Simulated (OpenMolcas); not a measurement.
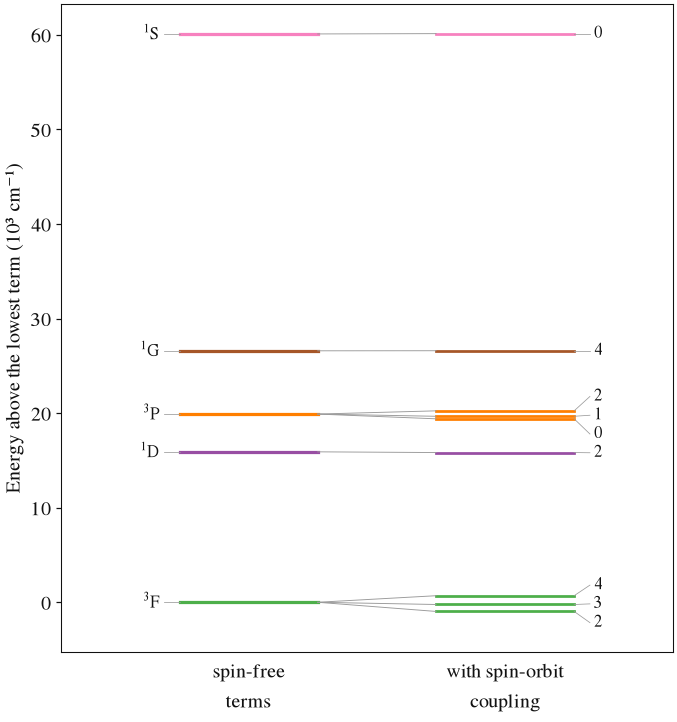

**Figure 1.** Terms of Mn⁵⁺ without and with spin-orbit coupling; numbers at the right are J. ³F (at 0) splits over 1,660 cm⁻¹ into J = 2, 3, 4 from the bottom up (normal); ¹D (at 15,900 cm⁻¹) gives the one level J = 2; ³P (at 19,900 cm⁻¹) splits over 842 cm⁻¹ into J = 0, 1, 2 from the bottom up (normal); ¹G (at 26,600 cm⁻¹) gives the one level J = 4; ¹S (at 60,100 cm⁻¹) gives the one level J = 0. The ground level lies 968 cm⁻¹ below the lowest term.

Multiconfigurational calculation for Mn⁵⁺

System: Mn⁵⁺.
Method: state-averaged SS-CASPT2, IPEA shift 0.2, real shift 0.2 hartree, active space 2 electrons in the shell 3d, basis ANO-R3, X2C scalar Hamiltonian, spin-orbit coupling by RASSI with atomic mean-field integrals (OpenMolcas).

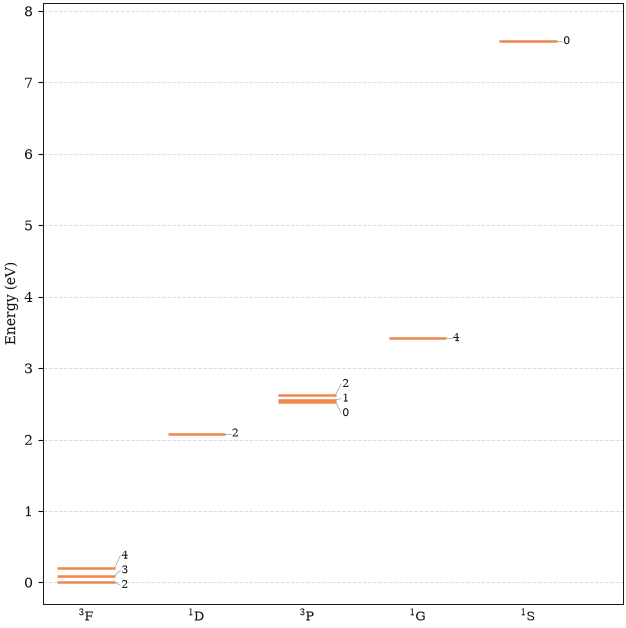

**Figure 2.** Level diagram of Mn⁵⁺. The lowest level is 3d² ³F₂. The first excited level, 3d² ³F₃, lies at 0.0910 eV. The ground term spreads over 0.206 eV in the order J = 2, 3, 4, a normal multiplet. All levels drawn have even parity, so no electric dipole line joins them. The leading LS term holds 99 % of a level on average. The ground level has g = 0.667. Spin-orbit coupling puts the ground level 0.120 eV below the lowest spin-free term.

```csv
Configuration,Level,E (eV)
3d²,³F₂,0
3d²,³F₃,0.09100
3d²,³F₄,0.2061
3d²,¹D₂,2.083
3d²,³P₀,2.526
3d²,³P₁,2.559
3d²,³P₂,2.630
3d²,¹G₄,3.418
3d²,¹S₀,7.576
```

Input and output of the run follow.

**The input**
```
&GATEWAY
Coord
1

Mn 0.0 0.0 0.0
Basis=ANO-R3
Group=XYZ
NoMove
AngMom=0.0 0.0 0.0
AMFI
&SEWARD
&RASSCF
FileOrb=start.orb
Symmetry=1
Spin=3
nActEl=2 0 0
Inactive=3 6
Ras2=5 0
CIRoot=10 10 1
SDav=10
CIMx=300
Iter=120 100
PrWF=0.3
OrbListing=Nothing
MaxOrb=0
Atom
>>> COPY $Project.JobIph JOB001
&RASSCF
FileOrb=start.orb
Symmetry=1
Spin=1
nActEl=2 0 0
Inactive=3 6
Ras2=5 0
CIRoot=15 15 1
SDav=15
CIMx=300
Iter=120 100
PrWF=0.3
OrbListing=Nothing
MaxOrb=0
Atom
CIOnly
>>> COPY $Project.JobIph JOB002
&RASSI
NrOfJobIphs=2 10 15
1 2 3 4 5 6 7 8 9 10
1 2 3 4 5 6 7 8 9 10 11 12 13 14 15
IphNames
JOB001
JOB002
EJob
SpinOrbit
DIPRint=1.0
SOCoupling=1000.0
Subsets=2
MEES
Property=10
'ANGMOM' 1 'ANGMOM' 2 'ANGMOM' 3 'MLTPL  1' 1 'MLTPL  1' 2 'MLTPL  1' 3
'AMFI' 1 'AMFI' 2 'AMFI' 3 'MLTPL  2' 6
SOProperty=3
'ANGMOM' 1 'ANGMOM' 2 'ANGMOM' 3
>>> COPY JOB001 $Project.JobIph
&CASPT2
Multistate=10 1 2 3 4 5 6 7 8 9 10
NoMult
Frozen=3 6
IPEA=0.2
Shift=0.2
MaxIter=60
WThr=0.0 0.3 0.05
PrWF=0.5
NoMix
>>> COPY JOB002 $Project.JobIph
&CASPT2
Multistate=15 1 2 3 4 5 6 7 8 9 10 11 12 13 14 15
NoMult
Frozen=3 6
IPEA=0.2
Shift=0.2
MaxIter=60
WThr=0.0 0.3 0.05
PrWF=0.5
NoMix
```

The file start.orb holds starting orbitals from an earlier step. A driver script formed the levels outside the program, from RASSI's spin-orbit matrix and the CASPT2 energies (for multi-state variants, the effective Hamiltonian), averaged over the components of each term or state. The log and the time are those of the CASPT2 step.

Run as:
```bash
OMP_NUM_THREADS=1 MOLCAS_MEM=2252 MOLCAS_PROJECT=a pymolcas a.inp > a.log  # once for each step of the input, in one work folder
```

**Log (extracts)**
```
--- CASPT2 ---
Orbital specifications:
      -----------------------

      Symmetry species                           1   2
                                                ag  au
      Frozen orbitals                            3   6
      Inactive orbitals                          0   0
      Active orbitals                            5   0
      Secondary orbitals                        43  41
      Deleted orbitals                           0   0
      Number of basis functions                 51  47
Type of calculation                        SS-CASPT2
      Fock operator                              state-specific
      IPEA shift                                 0.20
      Real shift                                 0.20
      Imaginary shift                            0.00
      The input orbitals will be transformed to quasi-canonical
Reference energy:       -1150.9687469429
      E2 (Non-variational):      -0.0058730179
      Shift correction:          -0.0001306244
      E2 (Variational):          -0.0060036423
      Total energy:           -1150.9747505852
      Residual norm:              0.0000004354
      Reference weight:           0.99935
      Contributions to the CASPT2 correlation energy
      Active & Virtual Only:         -0.0058730179
      One Inactive Excited:           0.0000000000
      Two Inactive Excited:           0.0000000000
Reference energy:       -1150.9687469429
      E2 (Non-variational):      -0.0059875563
      Shift correction:          -0.0001378594
      E2 (Variational):          -0.0061254157
      Total energy:           -1150.9748723586
      Residual norm:              0.0000004549
      Reference weight:           0.99931
      Contributions to the CASPT2 correlation energy
      Active & Virtual Only:         -0.0059875563
      One Inactive Excited:           0.0000000000
      Two Inactive Excited:           0.0000000000
::    CASPT2 Root  1     Total energy:  -1150.97475059
::    CASPT2 Root  2     Total energy:  -1150.97487236
::    CASPT2 Root  3     Total energy:  -1150.97485334
::    CASPT2 Root  4     Total energy:  -1150.97475478
::    CASPT2 Root  5     Total energy:  -1150.97485837
::    CASPT2 Root  6     Total energy:  -1150.97486076
::    CASPT2 Root  7     Total energy:  -1150.97472066
::    CASPT2 Root  8     Total energy:  -1150.88412346
::    CASPT2 Root  9     Total energy:  -1150.88412346
::    CASPT2 Root 10     Total energy:  -1150.88412346
--- CASPT2 ---
Orbital specifications:
      -----------------------

      Symmetry species                           1   2
                                                ag  au
      Frozen orbitals                            3   6
      Inactive orbitals                          0   0
      Active orbitals                            5   0
      Secondary orbitals                        43  41
      Deleted orbitals                           0   0
      Number of basis functions                 51  47
Type of calculation                        SS-CASPT2
      Fock operator                              state-specific
      IPEA shift                                 0.20
      Real shift                                 0.20
      Imaginary shift                            0.00
      The input orbitals will be transformed to quasi-canonical
Reference energy:       -1150.8868857183
      E2 (Non-variational):      -0.0150917423
      Shift correction:          -0.0003426969
      E2 (Variational):          -0.0154344392
      Total energy:           -1150.9023201575
      Residual norm:              0.0000006909
      Reference weight:           0.99829
      Contributions to the CASPT2 correlation energy
      Active & Virtual Only:         -0.0150917423
      One Inactive Excited:           0.0000000000
      Two Inactive Excited:           0.0000000000
Reference energy:       -1150.8868857183
      E2 (Non-variational):      -0.0150915524
      Shift correction:          -0.0003426621
      E2 (Variational):          -0.0154342146
      Total energy:           -1150.9023199328
      Residual norm:              0.0000006156
      Reference weight:           0.99829
      Contributions to the CASPT2 correlation energy
      Active & Virtual Only:         -0.0150915524
      One Inactive Excited:           0.0000000000
      Two Inactive Excited:           0.0000000000
::    CASPT2 Root  1     Total energy:  -1150.90232016
::    CASPT2 Root  2     Total energy:  -1150.90231993
::    CASPT2 Root  3     Total energy:  -1150.90232014
::    CASPT2 Root  4     Total energy:  -1150.90232022
::    CASPT2 Root  5     Total energy:  -1150.90231993
::    CASPT2 Root  6     Total energy:  -1150.85364484
::    CASPT2 Root  7     Total energy:  -1150.85367513
::    CASPT2 Root  8     Total energy:  -1150.85369057
::    CASPT2 Root  9     Total energy:  -1150.85366006
::    CASPT2 Root 10     Total energy:  -1150.85367905
::    CASPT2 Root 11     Total energy:  -1150.85379459
::    CASPT2 Root 12     Total energy:  -1150.85349346
::    CASPT2 Root 13     Total energy:  -1150.85355119
::    CASPT2 Root 14     Total energy:  -1150.85356655
::    CASPT2 Root 15     Total energy:  -1150.70095903
```

**Results in brief**

- outcome: converged
- lowest level: 3d² ³F₂
- first excited level: 3d² ³F₃, 734 cm⁻¹ (measured: 746)
- energy of the lowest spin-free term: −1150.97481 hartree
- energy of the lowest spin-orbit level: −1150.97922 hartree
- CASPT2 correlation energy: −0.0061 hartree
- largest spread among components of a term: 66.1 cm⁻¹
- lowest reference weight: 0.994
- hardware: 1 thread of Arm Neoverse V2, 24 GiB of memory available, shared host
- wall time: 3.8 s

**Remarks**

The components of ¹G, which symmetry makes degenerate, are split by 66 cm⁻¹ in CASPT2. This is an artefact; the levels of such states rest on averages and are uncertain by about as much. Limits: only configurations of the active space are included.
